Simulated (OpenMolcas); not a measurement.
# quartet GeSiH4F at 6 levels

Wanted: a comparison of 6 runs (UHF/3-21G, UB3LYP/6-31G*, U-revPBE/def2-SVPD, UBLYP/def2-SVPD, UPBE0/def2-SVPD, ROMP2/def2-SVPD) of quartet GeSiH4F. 

The results are computed with OpenMolcas 26.06.

**1. The molecule**

The species is GeSiH4F (7 atoms), meant as a quartet with charge 0. SMILES of the parent species: `F[SiH][GeH3]`. Geometry: relaxed at PBE0-D4/def2-TZVP. That shape belongs to the parent species and isn't relaxed for this state.

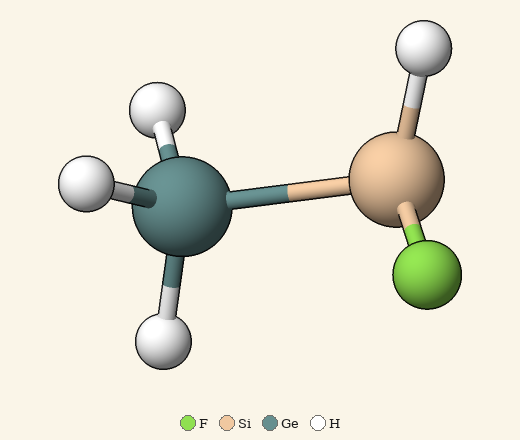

Viewed from a chosen angle; fluorine green, silicon light orange, germanium teal, hydrogen white.

**2. The energy at UHF/3-21G (run 1)**

File job.input:

```
>>> EXPORT MOLCAS_PRINT=2

&GATEWAY
  BasLib
  $CurrDir
  Coord
  7
  bohr
  F     -1.56507118    -3.39697168     2.66356897
  Si    -1.66371488    -2.15523265    -0.11224973
  Ge     0.63079058     1.72607584    -0.15420165
  H     -0.61491688    -4.07935179    -1.89293866
  H      0.54745366     2.76882672    -2.86482480
  H     -0.62549935     3.63715587     1.63102262
  H      3.40660928     1.37099630     0.64326277
  Basis
  3-21G
  Group
  NoSym

&SEWARD

&SCF
  UHF
  Spin
  4
  Thresholds
  1e-10 1e-07 1e-07 1e-05
  PrOrbitals
  0
```

The basis set 3-21G is read from a file made from the Basis Set Exchange's data (not shown).

Launch:

```sh
export MOLCAS_MEM=1860
pymolcas job.input > job.log
```

What it wrote:

```text
--- Start Module: gateway ---
[...]
--- Stop Module: gateway /rc=_RC_ALL_IS_WELL_ ---
--- Start Module: seward ---
[...]
      Basis functions           52
--- Stop Module: seward /rc=_RC_ALL_IS_WELL_ ---
[...]
--- Start Module: scf ---
[...]
       Convergence after  29 Iterations
[...]
::    Total SCF energy                              -2453.6895153143
[...]
      Total spin, S                                     1.5029426696
[...]
      Total electronic charge=   59.000000
      Total            charge=   -0.000000
[...]
      Dipole Moment (debye):
      Origin of the operator (angstrom)=   -0.1140    0.0275    0.1422
                   X=  8.6926E-01               Y=  1.5960E+00               Z= -2.3992E+00           Total=  3.0098E+00
      Quadrupole Moment (debye*angstrom):
[...]
--- Stop Module: scf /rc=_RC_ALL_IS_WELL_ ---
[...]
```

Run time: 4.5 s. Hardware: 1 thread of AMD EPYC 7R43 (Zen 3), shared host; peak memory 0.38 GiB.

**3. A single-point energy at UB3LYP/6-31G(d) (spherical functions) (run 2)**

File struct.xyz:

```xyz
7

F     -0.828200    -1.797600     1.409500
Si    -0.880400    -1.140500    -0.059400
Ge     0.333800     0.913400    -0.081600
H     -0.325400    -2.158700    -1.001700
H      0.289700     1.465200    -1.516000
H     -0.331000     1.924700     0.863100
H      1.802700     0.725500     0.340400
```

File run.input:

```
* FGeH4Si Kohn-Sham DFT

&GATEWAY
 BASLIB
 $CurrDir
 COORD
 struct.xyz
 BASIS
 6-31Gs
 GROUP
 NoSym

&SEWARD
 GRIDINPUT
 Grid=UltraFine
 End of Grid

&SCF
 UHF
 SPIN
 4
 KSDFT
 B3LYP
 THRESHOLDS
 1e-10 1e-07 1e-07 1e-05
 PRORBITALS
 1 2
```

The basis set 6-31G* is read from a file made from the Basis Set Exchange's data (not shown).

Launch:

```sh
export MOLCAS_MEM=1860
pymolcas run.input > run.log
```

What it wrote:

```text
--- Start Module: gateway ---
[...]
--- Stop Module: gateway /rc=_RC_ALL_IS_WELL_ ---
--- Start Module: seward ---
[...]
      Basis functions           72
--- Stop Module: seward /rc=_RC_ALL_IS_WELL_ ---
[...]
--- Start Module: scf ---
[...]
       Convergence after  24 Iterations
[...]
::    Total KS-DFT energy                           -2468.2696244509
[...]
      Total spin, S                                     1.5008348110
[...]
      Total electronic charge=   59.000000
      Total            charge=   -0.000000
[...]
      Dipole Moment (debye):
      Origin of the operator (angstrom)=   -0.1140    0.0275    0.1422
                   X=  1.2064E+00               Y=  1.4491E+00               Z= -1.5339E+00           Total=  2.4307E+00
      Quadrupole Moment (debye*angstrom):
[...]
--- Stop Module: scf /rc=_RC_ALL_IS_WELL_ ---
[...]
```

Run time: 40 s. Hardware: 1 thread of AMD EPYC 7R43 (Zen 3), shared host; peak memory 0.42 GiB.

Runs 3 to 5 aren't shown in full; the table further down has their settings and results.

**4. The energy at ROMP2/def2-SVPD (run 6)**

File mol.input:

```
* FGeH4Si ROMP2

&GATEWAY
 BasLib = $CurrDir
 Coord
 7
 angstrom
 F       -0.828200      -1.797600       1.409500
 Si      -0.880400      -1.140500      -0.059400
 Ge       0.333800       0.913400      -0.081600
 H       -0.325400      -2.158700      -1.001700
 H        0.289700       1.465200      -1.516000
 H       -0.331000       1.924700       0.863100
 H        1.802700       0.725500       0.340400
 Basis = def2-SVPD
 Group = NoSym

&SEWARD

&SCF
 UHF
 Spin = 4
 Thresholds = 1e-10 1e-07 1e-07 1e-05
 PrOrbitals = 1 1

&RASSCF
 FileOrb = $Project.UnaOrb
 Spin = 4
 Nactel = 3 0 0
 Inactive = 28
 Ras2 = 3
 OutOrbitals = Canonical
 OrbListing = NoCore

&CASPT2
 IPEA = 0.0
 Frozen = 15
```

The basis set def2-SVPD is read from a file made from the Basis Set Exchange's data (not shown).

Launch:

```sh
export MOLCAS_MEM=1860
pymolcas mol.input > mol.log
```

What it wrote:

```text
--- Start Module: gateway ---
[...]
--- Stop Module: gateway /rc=_RC_ALL_IS_WELL_ ---
[...]
      Basis functions          117
[...]
       Convergence after  29 Iterations
[...]
::    Total SCF energy                              -2465.4279057267
[...]
      Total spin, S                                     1.5026922894
[...]
--- Start Module: rasscf ---
[...]
      Number of active orbitals                  3
[...]
      Spin quantum number                      1.5
[...]
      Active orbitals                            3
[...]
      Number of CSFs                             1
[...]
      Number of root(s) required                 1
[...]
      Convergence after 14 iterations
[...]
      printout of CI-coefficients larger than  0.05 for root  1
      energy=   -2465.424613
      conf/sym  111     Coeff  Weight
             1  uuu   1.00000 1.00000
      Natural orbitals and occupation numbers for root  1
      sym 1:   1.000000   1.000000   1.000000
      ************************************************************************************************************************
      *                                                    Final results                                                     *
[...]
::    RASSCF root number  1 Total energy:  -2465.42461317
[...]
      Total electronic charge=   59.000000
      Total            charge=   -0.000000
[...]
      Dipole Moment (debye):
      Origin of the operator (angstrom)=   -0.1140    0.0275    0.1422
                   X=  1.2929E+00               Y=  1.9474E+00               Z= -1.1593E+00           Total=  2.6092E+00
      Quadrupole Moment (debye*angstrom):
[...]
--- Stop Module: rasscf /rc=_RC_ALL_IS_WELL_ ---
[...]
--- Start Module: caspt2 ---
[...]
 ###    WARNING: User changed nr of frozen orbitals.                         ###
 ###############################################################################
[...]
      E2 (Variational):          -0.5303977617
      Total energy:           -2465.9550109314
[...]
      Reference weight:           0.85259
[...]
::    CASPT2 Root  1     Total energy:  -2465.95501093
[...]
--- Stop Module: caspt2 /rc=_RC_ALL_IS_WELL_ ---
[...]
```

It took 78 s on 1 thread of AMD EPYC 7R43 (Zen 3), shared host; peak memory 0.72 GiB.

**5. The series**

| run | level | integration grid | frozen core orbitals | energy (Eh) | dipole moment (D) | HOMO energy (eV) | ⟨S²⟩ | wall time |
| --- | --- | --- | --- | --- | --- | --- | --- | --- |
| 1 | UHF/3-21G | – | – | -2453.689515 | 3.01 | -3.66 | 3.762 | 4.5 s |
| 2 | UB3LYP/6-31G* (spherical functions) | UltraFine | – | -2468.269624 | 2.43 | -2.21 | 3.753 | 40 s |
| 3 | U-revPBE/def2-SVPD | UltraFine | – | -2467.859146 | 1.94 | -2.12 | 3.753 | 1.8 min |
| 4 | UBLYP/def2-SVPD | UltraFine | – | -2468.141177 | 1.98 | -1.89 | 3.753 | 2 min |
| 5 | UPBE0/def2-SVPD | UltraFine | – | -2467.622609 | 2.15 | -2.91 | 3.754 | 1.9 min |
| 6 | ROMP2/def2-SVPD | – | 15 | -2465.955011 | – | – | – | 78 s |

**6. Summary of results**

| quantity | value |
| --- | --- |
| run 6: total energy | -2465.95501 Eh |

Over runs 1, 2, 3, 4, 5 the dipole moment (its size) runs from 1.94 D (U-revPBE/def2-SVPD) to 3.01 D (UHF/3-21G). The two ends differ in method and basis. Totals of different functionals can't be ranked against each other. All runs together took 7.7 min, the longest 2 min.
